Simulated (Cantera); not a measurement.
Input: 1 mol C2F6, a varied amount of H2, held at 1275 K and 0.100 bar.

These are equilibrium values from Cantera (NASA tables, ideal gas, pure condensed phases), not measurements of a reactor. Candidate condensed phases: C, C6H6, C7H8, C8H18; 95 gas species. The feed counts by its element totals alone. Gases not in the tables: C2F6 and larger saturated fluorocarbons. Kinetics and transport are ignored.

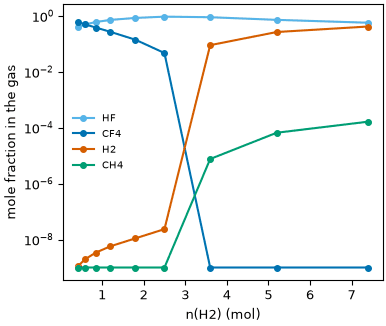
Fig. 1. Equilibrium gas composition (values under 1e-9 drawn at 1e-9)

From 0.42 mol H2 to 7.4 mol H2 the condensed part is C(graphite). The main C-bearing gas is CF4 at 0.42 mol H2 and CH4 at 7.4 mol H2.
